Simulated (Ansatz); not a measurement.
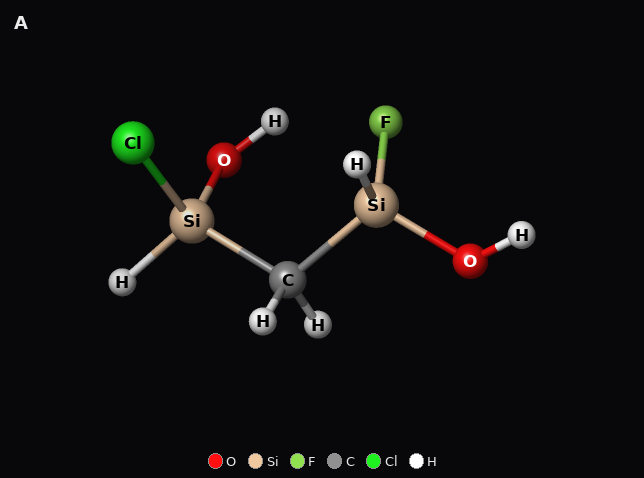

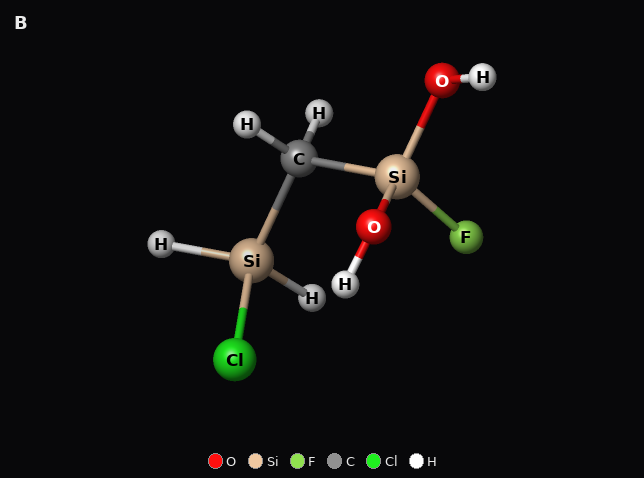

2 stationary structures of one formula. Geometries: PBE0-D4/def2-TZVP. Electronic energies: CCSD(T)/CBS (MP2 limit from def2-TZVPP and def2-QZVPP plus CCSD(T) − MP2) (Ansatz 0.2.0), without zero-point energy. No frequency run is at hand to confirm each as a minimum. Each is one conformer, not always the lowest.

Which structure is the most stable?

Answer. B is lowest; A lies 3.0 kcal/mol above it. A is `O[Si@H](Cl)C[Si@@H](O)F`, B is `O[Si](O)(F)C[SiH2]Cl`.
